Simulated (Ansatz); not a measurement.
# SiH₄O + HBr: a complex and its separated parts

Aim: how far the complex at one end of a reaction step lies below its separated, relaxed parts, level by level.

Method: PBE0-D4/def2-TZVP structures, single points in def2-TZVPP, no counterpoise correction; program: Ansatz 0.2.0, Gaussian basis.

Levels: SPW92, PBE-D4, BLYP-D4, r2SCAN-D4, B97M-V, PBE0-D4, B3LYP-D4, r2SCAN0-D4, BHLYP-D4, CAM-B3LYP-D4, wB97X-V, wB97M-V, B2PLYP, PBE-QIDH, RPA on PBE, Hartree-Fock, MP2, CCSD, CCSD(T).

Correlated methods freeze the cores. Filled d shells of the heavier atoms are correlated. B3LYP uses VWN-RPA correlation. B2PLYP carries no dispersion term here.

94 further runs of the same task are left out: 94 set aside as unsound or not needed. Runs told in other sessions of the task aren't counted.

## (1) Where the work starts

The complex: 8 atoms, charge 0, spin multiplicity 1.

Atoms are counted from 1 here; the program's logs count them from 0.

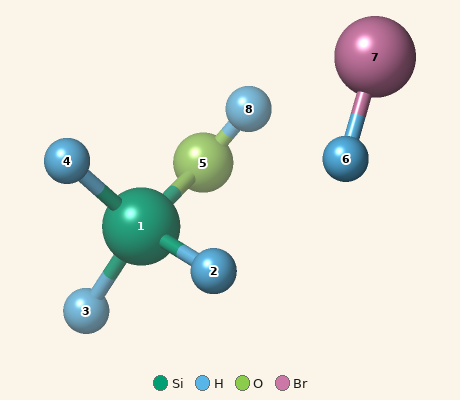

As it starts; silicon teal, hydrogen blue, oxygen green, bromine pink; atoms are numbered from 1 in the order of the file.

As a file:

```
Si    0.4211    0.8883   -0.4739
H     0.4325   -0.3768   -1.2717
H     1.5558    1.7394   -0.8965
H    -0.8678    1.5752   -0.7570
O     0.6334    0.5851    1.1265
H    -0.7257   -2.1049   -0.2325
Br   -1.4724   -2.2727    0.9689
H     0.0231   -0.0337    1.5361
```

Its parts: SiH₄O holds atoms 1, 2, 3, 4, 5, 8; HBr holds atoms 6, 7. Each part counts its atoms afresh in its own runs.

## (2) Relaxing SiH₄O alone

relax-a/in.yaml reads:

```yaml
crystal:
  periodic: [false, false, false]
  atoms:
    - {symbol: Si, position_ang: [0.421136, 0.888299, -0.473868]}
    - {symbol: H, position_ang: [0.432479, -0.376755, -1.271721]}
    - {symbol: H, position_ang: [1.555753, 1.739353, -0.896466]}
    - {symbol: H, position_ang: [-0.867807, 1.575193, -0.757036]}
    - {symbol: O, position_ang: [0.633426, 0.585128, 1.126511]}
    - {symbol: H, position_ang: [0.023092, -0.033715, 1.536076]}
basis:
  gaussian: {orbitals: def2-TZVP}
hamiltonian: {xc: pbe0, dispersion: d4}
relax: {f_tol: 0.005, max_steps: 200}
```

The run is started by

```
> ansatz run in.yaml --threads 4 --pin off --events-out ev --progress --plain --max-ram 9574MiB
```

Log (excerpt; [...] marks lines left out):

```text
Functional definition: PBE0
  name "PBE0"
  cite "Adamo & Barone, J. Chem. Phys. 110, 6158 (1999) doi:10.1063/1.478522"
  cite "Perdew, Burke & Ernzerhof, Phys. Rev. Lett. 77, 3865 (1996) doi:10.1103/PhysRevLett.77.3865"
  parent pbe
[...]
595 factors; their error is unknown
[...]
mean field -9986.23023629 eV, -366.9871922736 hartree, gradient 4.1e-5 eV, S^2 0.000000; 0 other end points of the search recorded, 0 dependent functions left out
[...]
reference -9986.23026163 eV, -366.9871932047 hartree; 13, 13 occupied and 79, 79 virtual orbitals, 595 factors
[...]
reference -9986.23331121 eV, -366.9873052749 hartree; 13, 13 occupied and 79, 79 virtual orbitals, 595 factors
Total energy: -9986.28631027 eV, -366.9892529543 hartree
Atom 0 at     0.425326     0.874279    -0.486138 Å, force    -0.004241    -0.002190     0.002010 eV/Å
Atom 1 at     0.439802    -0.375876    -1.294727 Å, force     0.000804    -0.000216    -0.001168 eV/Å
Atom 2 at     1.551357     1.747005    -0.888575 Å, force     0.001110     0.000655     0.000557 eV/Å
Atom 3 at    -0.867650     1.567665    -0.739860 Å, force     0.000161     0.000633    -0.000901 eV/Å
Atom 4 at     0.644115     0.563488     1.117260 Å, force     0.003296     0.000925    -0.000228 eV/Å
Atom 5 at     0.005128     0.000943     1.555537 Å, force    -0.001131     0.000193    -0.000269 eV/Å
Dipole moment:    -0.227873    -0.163870     0.027945 e Å
```

It took 3.2 s on 4 threads of Arm Neoverse V2, shared host.

Relaxation path:

| step | energy from step 1 (eV) | largest force component (eV/Å) |
| --- | --- | --- |
| 1 | 0.0000 | 0.3163 |
| 2 | -0.0021 | 0.1344 |
| 3 | -0.0026 | 0.0241 |
| 4 | -0.0030 | 0.0070 |
| 5 | -0.0030 | 0.0042 |

Close pairs (by a distance rule), those that changed most:

| bond | before (Å) | after (Å) | change (Å) |
| --- | --- | --- | --- |
| Si1–H2 | 1.496 | 1.489 | -0.007 |
| Si1–O5 | 1.643 | 1.648 | +0.005 |
| O5–H6 | 0.961 | 0.958 | -0.003 |
| Si1–H4 | 1.488 | 1.489 | +0.001 |
| Si1–H3 | 1.480 | 1.480 | +0.000 |

## (3) Relaxing HBr alone

relax-b/in.yaml reads:

```yaml
crystal:
  periodic: [false, false, false]
  atoms:
    - {symbol: H, position_ang: [-0.725735, -2.104851, -0.232478]}
    - {symbol: Br, position_ang: [-1.472443, -2.272651, 0.968881]}
basis:
  gaussian: {orbitals: def2-TZVP}
hamiltonian: {xc: pbe0, dispersion: d4}
relax: {f_tol: 0.005, max_steps: 200}
```

The run is started by

```
> ansatz run in.yaml --threads 4 --pin off --events-out ev --progress --plain --max-ram 9574MiB
```

Log (excerpt; [...] marks lines left out):

```text
[... 5 set-up lines as earlier in the session ...]
[...]
457 factors; their error is unknown
[...]
mean field -70054.57258616 eV, -2574.4580578465 hartree, gradient 2.1e-5 eV, S^2 0.000000; 0 other end points of the search recorded, 0 dependent functions left out
[...]
reference -70054.57279944 eV, -2574.4580656843 hartree; 18, 18 occupied and 36, 36 virtual orbitals, 457 factors
Total energy: -70054.57831875 eV, -2574.4582685156 hartree
Atom 0 at    -0.726752    -2.105080    -0.230841 Å, force     0.000032     0.000007    -0.000051 eV/Å
Atom 1 at    -1.471426    -2.272422     0.967244 Å, force    -0.000032    -0.000007     0.000051 eV/Å
Dipole moment:     0.103972     0.023365    -0.167279 e Å
```

Run time: 1.1 s. Hardware: 4 threads of Arm Neoverse V2, shared host.

Relaxation path:

| step | energy from step 1 (eV) | largest force component (eV/Å) |
| --- | --- | --- |
| 1 | 0.0000 | 0.0844 |
| 2 | -0.0002 | 0.0151 |
| 3 | -0.0002 | 0.0001 |

The bond:

| bond | before (Å) | after (Å) | change (Å) |
| --- | --- | --- | --- |
| H1–Br2 | 1.424 | 1.421 | -0.004 |

## (4) SPW92/def2-TZVPP

parta/in.yaml reads:

```yaml
crystal:
  periodic: [false, false, false]
  atoms:
    - {symbol: Si, position_ang: [0.425326, 0.874279, -0.486138]}
    - {symbol: H, position_ang: [0.439802, -0.375876, -1.294727]}
    - {symbol: H, position_ang: [1.551357, 1.747005, -0.888575]}
    - {symbol: H, position_ang: [-0.867650, 1.567665, -0.739860]}
    - {symbol: O, position_ang: [0.644115, 0.563488, 1.117260]}
    - {symbol: H, position_ang: [0.005128, 0.000943, 1.555537]}
basis:
  gaussian: {orbitals: def2-TZVPP}
hamiltonian: {xc: lda}
```

partb/in.yaml reads:

```yaml
crystal:
  periodic: [false, false, false]
  atoms:
    - {symbol: H, position_ang: [-0.726752, -2.105080, -0.230841]}
    - {symbol: Br, position_ang: [-1.471426, -2.272422, 0.967244]}
basis:
  gaussian: {orbitals: def2-TZVPP}
hamiltonian: {xc: lda}
```

Each run has its own folder and the same command.

The run is started by

```
> ansatz run in.yaml --threads 4 --pin off --events-out ev --progress --plain --max-ram 9574MiB
```

parta printed (excerpt; [...] marks lines left out):

```text
Functional definition: SPW92
  name "SPW92"
  cite "Dirac, Proc. Camb. Phil. Soc. 26, 376 (1930) doi:10.1017/S0305004100016108"
  cite "Slater, Phys. Rev. 81, 385 (1951) doi:10.1103/PhysRev.81.385"
  cite "Perdew & Wang, Phys. Rev. B 45, 13244 (1992) doi:10.1103/PhysRevB.45.13244"
[...]
675 factors; their error is unknown
[...]
mean field -9944.57248254 eV, -365.4562980602 hartree, gradient 2.9e-5 eV, S^2 0.000000; 0 other end points of the search recorded, 0 dependent functions left out
reference -9944.57251388 eV, -365.4562992118 hartree; 13, 13 occupied and 116, 116 virtual orbitals, 675 factors
Total energy: -9944.57251388 eV, -365.4562992118 hartree
```

Output in partb (excerpt; [...] marks lines left out):

```text
[... 5 set-up lines as earlier in the session ...]
[...]
435 factors; their error is unknown
[...]
mean field -69965.45702887 eV, -2571.1831215209 hartree, gradient 6.0e-6 eV, S^2 0.000000; 0 other end points of the search recorded, 0 dependent functions left out
reference -69965.45704992 eV, -2571.1831222944 hartree; 18, 18 occupied and 44, 44 virtual orbitals, 435 factors
Total energy: -69965.45704992 eV, -2571.1831222944 hartree
```

Wall times: 0.35 s (parta), 0.15 s (partb) on 4 threads of Arm Neoverse V2, shared host.

## (5) PBE-D4/def2-TZVPP

The same edit goes into each in.yaml of step 4 (parta, partb):

```diff
-hamiltonian: {xc: lda}
+hamiltonian: {xc: pbe, dispersion: d4}
```

The same command starts each run, in its folder.

The run is started by

```
> ansatz run in.yaml --threads 4 --pin off --events-out ev --progress --plain --max-ram 9574MiB
```

Log of parta (excerpt; [...] marks lines left out):

```text
Functional definition: PBE
  name "PBE"
[... 2 set-up lines as earlier in the session ...]
[...]
675 factors; their error is unknown
[...]
mean field -9985.38603958 eV, -366.9561686167 hartree, gradient 4.1e-5 eV, S^2 0.000000; 0 other end points of the search recorded, 0 dependent functions left out
reference -9985.38607311 eV, -366.9561698490 hartree; 13, 13 occupied and 116, 116 virtual orbitals, 675 factors
Total energy: -9985.45056191 eV, -366.9585397686 hartree
```

partb printed (excerpt; [...] marks lines left out):

```text
[... 4 set-up lines as earlier in the session ...]
[...]
435 factors; their error is unknown
[...]
mean field -70052.13668335 eV, -2574.3685400693 hartree, gradient 1.9e-5 eV, S^2 0.000000; 0 other end points of the search recorded, 0 dependent functions left out
reference -70052.13670600 eV, -2574.3685409020 hartree; 18, 18 occupied and 44, 44 virtual orbitals, 435 factors
Total energy: -70052.14349107 eV, -2574.3687902484 hartree
```

They took 0.55 s (parta), 0.25 s (partb) on 4 threads of Arm Neoverse V2, shared host.

## (6) BLYP-D4/def2-TZVPP

Each input of step 5 (parta, partb) changes in the same lines:

```diff
-hamiltonian: {xc: pbe, dispersion: d4}
+hamiltonian: {xc: {name: BLYP}, dispersion: d4}
```

One command serves all of them, each in its own folder.

The run is started by

```
> ansatz run in.yaml --threads 4 --pin off --events-out ev --progress --plain --max-ram 9574MiB
```

Output in parta (excerpt; [...] marks lines left out):

```text
Functional definition: BLYP
  name "BLYP"
  cite "Becke, Phys. Rev. A 38, 3098 (1988) doi:10.1103/PhysRevA.38.3098"
  cite "Lee, Yang & Parr, Phys. Rev. B 37, 785 (1988) doi:10.1103/PhysRevB.37.785"
[...]
675 factors; their error is unknown
[...]
mean field -9991.38832908 eV, -367.1767486873 hartree, gradient 3.1e-5 eV, S^2 0.000000; 0 other end points of the search recorded, 0 dependent functions left out
reference -9991.38861088 eV, -367.1767590435 hartree; 13, 13 occupied and 116, 116 virtual orbitals, 675 factors
Total energy: -9991.53672247 eV, -367.1822020439 hartree
```

partb printed (excerpt; [...] marks lines left out):

```text
[... 4 set-up lines as earlier in the session ...]
[...]
435 factors; their error is unknown
[...]
mean field -70063.39684446 eV, -2574.7823433578 hartree, gradient 8.7e-5 eV, S^2 0.000000; 0 other end points of the search recorded, 0 dependent functions left out
reference -70063.39705283 eV, -2574.7823510154 hartree; 18, 18 occupied and 44, 44 virtual orbitals, 435 factors
Total energy: -70063.41302475 eV, -2574.7829379725 hartree
```

Wall times: 0.55 s (parta), 0.25 s (partb) on 4 threads of Arm Neoverse V2, shared host.

## (7) r2SCAN-D4/def2-TZVPP

Each input of step 6 (parta, partb) changes in the same lines:

```diff
-hamiltonian: {xc: {name: BLYP}, dispersion: d4}
+hamiltonian: {xc: r2scan, dispersion: d4}
```

Each run has its own folder and the same command.

The run is started by

```
> ansatz run in.yaml --threads 4 --pin off --events-out ev --progress --plain --max-ram 9574MiB
```

Output in parta (excerpt; [...] marks lines left out):

```text
Functional definition: r2SCAN
  name "r2SCAN"
  cite "Furness, Kaplan, Ning, Perdew & Sun, J. Phys. Chem. Lett. 11, 8208 (2020) doi:10.1021/acs.jpclett.0c02405"
  cite "Furness, Kaplan, Ning, Perdew & Sun, J. Phys. Chem. Lett. 11, 9248 (2020) doi:10.1021/acs.jpclett.0c03077"
  parent r2scan
[...]
675 factors; their error is unknown
[...]
mean field -9990.14275137 eV, -367.1309745507 hartree, gradient 2.3e-5 eV, S^2 0.000000; 0 other end points of the search recorded, 0 dependent functions left out
reference -9990.14276178 eV, -367.1309749334 hartree; 13, 13 occupied and 116, 116 virtual orbitals, 675 factors
Total energy: -9990.15739589 eV, -367.1315127270 hartree
```

partb printed (excerpt; [...] marks lines left out):

```text
[... 5 set-up lines as earlier in the session ...]
[...]
435 factors; their error is unknown
[...]
mean field -70062.28305423 eV, -2574.7414123219 hartree, gradient 2.3e-5 eV, S^2 0.000000; 0 other end points of the search recorded, 0 dependent functions left out
reference -70062.28306034 eV, -2574.7414125463 hartree; 18, 18 occupied and 44, 44 virtual orbitals, 435 factors
Total energy: -70062.28451943 eV, -2574.7414661670 hartree
```

Wall times: 1.2 s (parta), 0.6 s (partb) on 4 threads of Arm Neoverse V2, shared host.

## (8) B97M-V/def2-TZVPP

The same edit goes into each in.yaml of step 7 (parta, partb):

```diff
-hamiltonian: {xc: r2scan, dispersion: d4}
+hamiltonian: {xc: {name: B97M-V}}
```

Each run has its own folder and the same command.

The run is started by

```
> ansatz run in.yaml --threads 4 --pin off --events-out ev --progress --plain --max-ram 9574MiB
```

parta printed (excerpt; [...] marks lines left out):

```text
Functional definition: B97M-V
  name "B97M-V"
  cite "Mardirossian & Head-Gordon, J. Chem. Phys. 142, 074111 (2015) doi:10.1063/1.4907719"
  cite "Becke, J. Chem. Phys. 107, 8554 (1997) doi:10.1063/1.475007"
  cite "Vydrov & Van Voorhis, J. Chem. Phys. 133, 244103 (2010) doi:10.1063/1.3521275"
  # Of w^i u^j: cxij and so on, Table III.
[...]
  gx(w, u) = cx00 + cx01*u + cx02*u^2 + (cx10 + cx11*u)*w
[...]
  gos(w, u) = cos00 + cos01*u + cos03*u^3 + cos10*w + cos32*w^3*u^2
[...]
      + integral(e_c_pw_mod_opposite_spin*gos(b97_w_opposite, b97_u_opposite)) + vv10(b, c)
675 factors; their error is unknown
[...]
mean field -9989.26356187 eV, -367.0986649327 hartree, gradient 7.0e-5 eV, S^2 0.000000; 0 other end points of the search recorded, 0 dependent functions left out
reference -9989.26361404 eV, -367.0986668498 hartree; 13, 13 occupied and 116, 116 virtual orbitals, 675 factors
Total energy: -9989.26361404 eV, -367.0986668498 hartree
```

Log of partb (excerpt; [...] marks lines left out):

```text
[... 5 set-up lines as earlier in the session ...]
  # Of w^i u^j: cxij and so on, Table III.
[...]
  gx(w, u) = cx00 + cx01*u + cx02*u^2 + (cx10 + cx11*u)*w
[...]
  gos(w, u) = cos00 + cos01*u + cos03*u^3 + cos10*w + cos32*w^3*u^2
[...]
      + integral(e_c_pw_mod_opposite_spin*gos(b97_w_opposite, b97_u_opposite)) + vv10(b, c)
435 factors; their error is unknown
[...]
mean field -70050.13092692 eV, -2574.2948298801 hartree, gradient 1.6e-5 eV, S^2 0.000000; 0 other end points of the search recorded, 0 dependent functions left out
reference -70050.13095876 eV, -2574.2948310504 hartree; 18, 18 occupied and 44, 44 virtual orbitals, 435 factors
Total energy: -70050.13095876 eV, -2574.2948310504 hartree
```

Wall times: 2 s (parta), 0.75 s (partb) on 4 threads of Arm Neoverse V2, shared host.

## (9) PBE0-D4/def2-TZVPP

The same edit goes into each in.yaml of step 8 (parta, partb):

```diff
-hamiltonian: {xc: {name: B97M-V}}
+hamiltonian: {xc: pbe0, dispersion: d4}
+output: {orbitals: {seedname: orbitals}}
```

The same command starts each run, in its folder.

The run is started by

```
> ansatz run in.yaml --threads 4 --pin off --events-out ev --progress --plain --max-ram 9574MiB
```

Log of parta (excerpt; [...] marks lines left out):

```text
[... 5 set-up lines as earlier in the session ...]
[...]
678 factors; their error is unknown
[...]
mean field -9986.29142210 eV, -366.9894408106 hartree, gradient 1.5e-5 eV, S^2 0.000000; 0 other end points of the search recorded, 0 dependent functions left out
reference -9986.29144719 eV, -366.9894417328 hartree; 13, 13 occupied and 116, 116 virtual orbitals, 678 factors
Total energy: -9986.34444624 eV, -366.9913894121 hartree
```

Output in partb (excerpt; [...] marks lines left out):

```text
[... 5 set-up lines as earlier in the session ...]
[...]
472 factors; their error is unknown
[...]
mean field -70054.59430822 eV, -2574.4588561175 hartree, gradient 7.1e-6 eV, S^2 0.000000; 0 other end points of the search recorded, 0 dependent functions left out
reference -70054.59432548 eV, -2574.4588567518 hartree; 18, 18 occupied and 44, 44 virtual orbitals, 472 factors
Total energy: -70054.59984480 eV, -2574.4590595830 hartree
```

Times: 0.6 s (parta), 0.25 s (partb) on 4 threads of Arm Neoverse V2, shared host.

## (10) B3LYP-D4/def2-TZVPP

Each input of step 9 (parta, partb) changes in the same lines:

```diff
-hamiltonian: {xc: pbe0, dispersion: d4}
-output: {orbitals: {seedname: orbitals}}
+hamiltonian: {xc: {name: B3LYP}, dispersion: d4}
```

The same command starts each run, in its folder.

The run is started by

```
> ansatz run in.yaml --threads 4 --pin off --events-out ev --progress --plain --max-ram 9574MiB
```

Output in parta (excerpt; [...] marks lines left out):

```text
Functional definition: B3LYP
  name "B3LYP"
  cite "Stephens, Devlin, Chabalowski & Frisch, J. Phys. Chem. 98, 11623 (1994) doi:10.1021/j100096a001"
[... 2 set-up lines as earlier in the session ...]
  cite "Vosko, Wilk & Nusair, Can. J. Phys. 58, 1200 (1980) doi:10.1139/p80-159"
[...]
678 factors; their error is unknown
[...]
mean field -9992.74277493 eV, -367.2265236542 hartree, gradient 2.1e-5 eV, S^2 0.000000; 0 other end points of the search recorded, 0 dependent functions left out
reference -9992.74298475 eV, -367.2265313651 hartree; 13, 13 occupied and 116, 116 virtual orbitals, 678 factors
Total energy: -9992.84767463 eV, -367.2303786474 hartree
```

Output in partb (excerpt; [...] marks lines left out):

```text
[... 6 set-up lines as earlier in the session ...]
[...]
472 factors; their error is unknown
[...]
mean field -70063.59659744 eV, -2574.7896841444 hartree, gradient 6.2e-6 eV, S^2 0.000000; 0 other end points of the search recorded, 0 dependent functions left out
reference -70063.59675463 eV, -2574.7896899209 hartree; 18, 18 occupied and 44, 44 virtual orbitals, 472 factors
Total energy: -70063.60788805 eV, -2574.7900990665 hartree
```

Wall times: 0.65 s (parta), 0.25 s (partb) on 4 threads of Arm Neoverse V2, shared host.

## (11) r2SCAN0-D4/def2-TZVPP

Each input of step 10 (parta, partb) changes in the same lines:

```diff
-hamiltonian: {xc: {name: B3LYP}, dispersion: d4}
+hamiltonian: {xc: {name: r2SCAN0}, dispersion: d4}
```

The same command starts each run, in its folder.

The run is started by

```
> ansatz run in.yaml --threads 4 --pin off --events-out ev --progress --plain --max-ram 9574MiB
```

parta printed (excerpt; [...] marks lines left out):

```text
Functional definition: r2SCAN0
  name "r2SCAN0"
  cite "Bursch, Neugebauer, Ehlert & Grimme, J. Chem. Phys. 156, 134105 (2022) doi:10.1063/5.0086040"
[... 3 set-up lines as earlier in the session ...]
[...]
678 factors; their error is unknown
[...]
mean field -9989.76150019 eV, -367.1169638283 hartree, gradient 1.4e-5 eV, S^2 0.000000; 0 other end points of the search recorded, 0 dependent functions left out
reference -9989.76150846 eV, -367.1169641324 hartree; 13, 13 occupied and 116, 116 virtual orbitals, 678 factors
Total energy: -9989.77853615 eV, -367.1175898885 hartree
```

Log of partb (excerpt; [...] marks lines left out):

```text
[... 6 set-up lines as earlier in the session ...]
[...]
472 factors; their error is unknown
[...]
mean field -70062.25259028 eV, -2574.7402927923 hartree, gradient 7.4e-6 eV, S^2 0.000000; 0 other end points of the search recorded, 0 dependent functions left out
reference -70062.25259517 eV, -2574.7402929718 hartree; 18, 18 occupied and 44, 44 virtual orbitals, 472 factors
Total energy: -70062.25431002 eV, -2574.7403559915 hartree
```

They took 1.3 s (parta), 0.6 s (partb) on 4 threads of Arm Neoverse V2, shared host.

## (12) BHLYP-D4/def2-TZVPP

Each input of step 11 (parta, partb) changes in the same lines:

```diff
-hamiltonian: {xc: {name: r2SCAN0}, dispersion: d4}
+hamiltonian: {xc: {name: BHLYP}, dispersion: d4}
```

Each run has its own folder and the same command.

The run is started by

```
> ansatz run in.yaml --threads 4 --pin off --events-out ev --progress --plain --max-ram 9574MiB
```

Output in parta (excerpt; [...] marks lines left out):

```text
Functional definition: BHLYP
  name "BHLYP"
  cite "Becke, J. Chem. Phys. 98, 1372 (1993) doi:10.1063/1.464304"
[... 2 set-up lines as earlier in the session ...]
[...]
723 factors; their error is unknown
[...]
mean field -9991.01765357 eV, -367.1631266136 hartree, gradient 3.1e-5 eV, S^2 0.000000; 0 other end points of the search recorded, 0 dependent functions left out
reference -9991.01779522 eV, -367.1631318192 hartree; 13, 13 occupied and 116, 116 virtual orbitals, 723 factors
Total energy: -9991.09258738 eV, -367.1658803803 hartree
```

Log of partb (excerpt; [...] marks lines left out):

```text
[... 5 set-up lines as earlier in the session ...]
[...]
514 factors; their error is unknown
[...]
mean field -70062.48031264 eV, -2574.7486614347 hartree, gradient 8.3e-6 eV, S^2 0.000000; 0 other end points of the search recorded, 0 dependent functions left out
reference -70062.48042049 eV, -2574.7486653982 hartree; 18, 18 occupied and 44, 44 virtual orbitals, 514 factors
Total energy: -70062.48828001 eV, -2574.7489542301 hartree
```

Times: 0.61 s (parta), 0.25 s (partb) on 4 threads of Arm Neoverse V2, shared host.

(Part 1 of 2 ends here.)
